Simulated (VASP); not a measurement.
Band structure of WS$_{2}$ (2H layered). Method: PBE GGA with D4 dispersion, VASP's PBE PAW potentials (set 64) (plane waves; VASP).

Unless said otherwise, spin-orbit coupling is left out, though it shifts the bands of the heavy elements here.

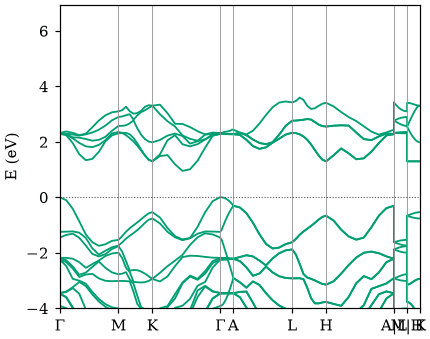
Fig. 1. Bands along high-symmetry lines, zero at the valence-band maximum or, without a gap, the Fermi level

Read the plot: is there a gap, and where are the band edges?

The gap is indirect, 0.95 eV, from the valence maximum at Γ to the conduction minimum at K-Γ at 0.44. (Edges off the drawn lines would not show.)

The compound is WS2 in the 2H layered structure. It was relaxed first.
